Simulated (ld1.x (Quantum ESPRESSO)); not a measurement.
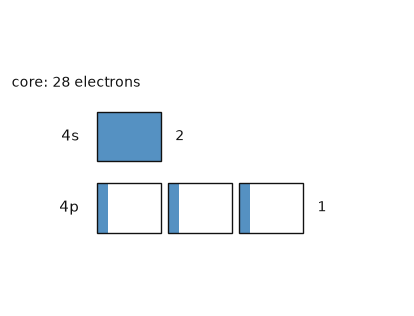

*The valence shells of the reference configuration: a box for each of the 2l + 1 orbitals, shaded by the share of the shell that is filled, with the electron count at the right. The shells are those of the unaltered input.*

## Ga: pseudopotential generation

System: gallium (Ga, Z = 31), core [Ar] 3d10, reference valence 4s2 4p1, valence charge 3. (This line and the method describe the unaltered input from which the odd one was made.)
Method: TM potential, PBE, scalar-relativistic, made with ld1.x (Quantum ESPRESSO) 7.5.

### The input
```
 &input
   title='Ga', zed=31., rel=1, dft='PBE', iswitch=3, xmin=-12.0,
   config='[Ar] 3d10 4s2 4p1 4d-2',
   nld=3, rlderiv=2.25, eminld=-3.0, emaxld=5.0, deld=0.02
 /
 &inputp
   pseudotype=2, tm=.true., lloc=2,
   nlcc=.false.,
   file_pseudopw='Ga.UPF', file_wfcaegen='ae.wfc', file_wfcncgen='nc.wfc', file_beta='beta', file_chi='chi'
 /
3
4S  1  0   2.00   0.00  2.05  2.05  0.0
4P  2  1   1.00   0.00  2.05  2.05  0.0
4D  3  2  -2.00   0.05  1.60  1.60  0.0
 &test
   configts(1)='4s2 4p1'
 /
```

Launched with:
```bash
ld1.x < Ga.in > Ga.out
```

### Log
```
     Program LD1 v.7.5
     --------------------------- All-electron run ----------------------------

     Ga
     scalar relativistic calculation

     atomic number is 31.00
     dft =PBE   lsd =0 sic =0 latt =0  beta=0.20 tr2=1.0E-14
     Exchange-correlation= PBE
                           (   1   4   3   4   0   0   0)
     mesh =1605 r(mesh) = 101.09016 a.u. xmin =-12.00 dx = 0.01250
     1 Ry =  13.60569312 eV, c = 137.03599908

     n l     nl                  e(Ry)          e(Ha)          e(eV)
     1 0     1S 1( 2.00)      -751.8887      -375.9443    -10229.9667
     2 0     2S 1( 2.00)       -92.7792       -46.3896     -1262.3253
     2 1     2P 1( 6.00)       -80.7630       -40.3815     -1098.8366
     3 0     3S 1( 2.00)       -10.8870        -5.4435      -148.1258
     3 1     3P 1( 6.00)        -7.2660        -3.6330       -98.8592
     3 2     3D 1(10.00)        -1.4078        -0.7039       -19.1544
     4 0     4S 1( 2.00)        -0.6577        -0.3288        -8.9483
     4 1     4P 1( 1.00)        -0.1896        -0.0948        -2.5791

     final scf error:  3.6E-15 reached in  48 iterations

     Etot =   -3887.879526 Ry,   -1943.939763 Ha,  -52897.295731 eV

     Ekin =    3953.978486 Ry,    1976.989243 Ha,   53796.617899 eV
     Encl =   -9369.233850 Ry,   -4684.616925 Ha, -127474.920559 eV
     Eh   =    1678.315290 Ry,     839.157645 Ha,   22834.642803 eV
     Exc  =    -150.939453 Ry,     -75.469726 Ha,   -2053.635874 eV

     normalization and overlap integrals

     s(1S/1S) =  1.000000  <r> =   0.0486  <r2> =    0.0032  r(max) =   0.0319
     s(2S/2S) =  1.000000  <r> =   0.2178  <r2> =    0.0560  r(max) =   0.1833
     s(2P/2P) =  1.000000  <r> =   0.1907  <r2> =    0.0446  r(max) =   0.1464
     s(3S/3S) =  1.000000  <r> =   0.6518  <r2> =    0.4906  r(max) =   0.5647
     s(3P/3P) =  1.000000  <r> =   0.6791  <r2> =    0.5442  r(max) =   0.5647
     s(3D/3D) =  1.000000  <r> =   0.8106  <r2> =    0.8629  r(max) =   0.5305
     s(4S/4S) =  1.000000  <r> =   2.3423  <r2> =    6.3902  r(max) =   1.8984
     s(4P/4P) =  1.000000  <r> =   3.4262  <r2> =   14.2371  r(max) =   2.5307

     ------------------------ End of All-electron run ------------------------

     --------------------- Generating NC pseudopotential ---------------------

      Generating local pot.: lloc=2, matching radius rcloc =   1.6000

      Wfc   4S  rcut= 2.046  Using Troullier-Martins method

      Wfc   4P  rcut= 2.046  Using Troullier-Martins method

     ------------------- End of pseudopotential generation -------------------

     --------------------------- All-electron run ----------------------------

     Ga
     scalar relativistic calculation

     atomic number is 31.00
     dft =PBE   lsd =0 sic =0 latt =0  beta=0.20 tr2=1.0E-14
     Exchange-correlation= PBE
                           (   1   4   3   4   0   0   0)
     mesh =1605 r(mesh) = 101.09016 a.u. xmin =-12.00 dx = 0.01250
     1 Ry =  13.60569312 eV, c = 137.03599908

     n l     nl                  e(Ry)          e(Ha)          e(eV)
     1 0     1S 1( 2.00)      -751.8887      -375.9443    -10229.9667
     2 0     2S 1( 2.00)       -92.7792       -46.3896     -1262.3253
     2 1     2P 1( 6.00)       -80.7630       -40.3815     -1098.8366
     3 0     3S 1( 2.00)       -10.8870        -5.4435      -148.1258
     3 1     3P 1( 6.00)        -7.2660        -3.6330       -98.8592
     3 2     3D 1(10.00)        -1.4078        -0.7039       -19.1544
     4 0     4S 1( 2.00)        -0.6577        -0.3288        -8.9483
     4 1     4P 1( 1.00)        -0.1896        -0.0948        -2.5791

     final scf error:  3.6E-15 reached in  48 iterations

     Etot =   -3887.879526 Ry,   -1943.939763 Ha,  -52897.295731 eV

     Ekin =    3953.978486 Ry,    1976.989243 Ha,   53796.617899 eV
     Encl =   -9369.233850 Ry,   -4684.616925 Ha, -127474.920559 eV
     Eh   =    1678.315290 Ry,     839.157645 Ha,   22834.642803 eV
     Exc  =    -150.939453 Ry,     -75.469726 Ha,   -2053.635874 eV

     normalization and overlap integrals

     s(1S/1S) =  1.000000  <r> =   0.0486  <r2> =    0.0032  r(max) =   0.0319
     s(2S/2S) =  1.000000  <r> =   0.2178  <r2> =    0.0560  r(max) =   0.1833
     s(2P/2P) =  1.000000  <r> =   0.1907  <r2> =    0.0446  r(max) =   0.1464
     s(3S/3S) =  1.000000  <r> =   0.6518  <r2> =    0.4906  r(max) =   0.5647
     s(3P/3P) =  1.000000  <r> =   0.6791  <r2> =    0.5442  r(max) =   0.5647
     s(3D/3D) =  1.000000  <r> =   0.8106  <r2> =    0.8629  r(max) =   0.5305
     s(4S/4S) =  1.000000  <r> =   2.3423  <r2> =    6.3902  r(max) =   1.8984
     s(4P/4P) =  1.000000  <r> =   3.4262  <r2> =   14.2371  r(max) =   2.5307

     ------------------------ End of All-electron run ------------------------

     Computing logarithmic derivative in   2.24742
     Computing logarithmic derivative in   2.24742
     Computing the partial wave expansion
     R is outside the sphere for l=    0 j= 0.00
     R is outside the sphere for l=    1 j= 0.00
       no projector for channel:   2

     ---------------------- Testing the pseudopotential ----------------------

     Ga
     scalar relativistic calculation

     atomic number is 31.00   valence charge is  3.00
     dft =PBE   lsd =0 sic =0 latt =0  beta=0.20 tr2=1.0E-14
     mesh =1605 r(mesh) = 101.09016 xmin =-12.00 dx = 0.01250

     n l     nl             e AE (Ry)        e PS (Ry)    De AE-PS (Ry)
     1 0     4S   1( 2.00)       -0.65769       -0.65769        0.00000
     2 1     4P   1( 1.00)       -0.18956       -0.18956       -0.00000

     eps = 9.0E-15  iter = 27

     Etot =   -3887.879526 Ry,   -1943.939763 Ha,  -52897.295731 eV
     Etotps =    -4.191670 Ry,      -2.095835 Ha,     -57.030577 eV

     Ekin =       1.419000 Ry,       0.709500 Ha,      19.306481 eV
     Encl =       0.694902 Ry,       0.347451 Ha,       9.454619 eV
     Ehrt =       3.052096 Ry,       1.526048 Ha,      41.525883 eV
     Ecxc =      -1.265890 Ry,      -0.632945 Ha,     -17.223312 eV
     Epseu=      -8.091778 Ry,      -4.045889 Ha,    -110.094248 eV

     ---------------------- End of pseudopotential test ----------------------
```

### What the run reported

| quantity | value |
| --- | --- |
| outcome | generated |
| hardware | 1 CPU thread, shared host |
| wall time | 0.87 s |

### What is odd here

The input is odd on purpose: mesh start xmin=-12.0. The program ran to the end. The all-electron total energy moves by −0.00039 Ry against the unaltered input (−3887.8791 Ry), a numerical error of the setting. The pseudo-atom meets the occupied all-electron levels that the test lists within 0.00001 Ry. No test for ghost states or cutoffs was run on this potential, so its soundness isn't shown.
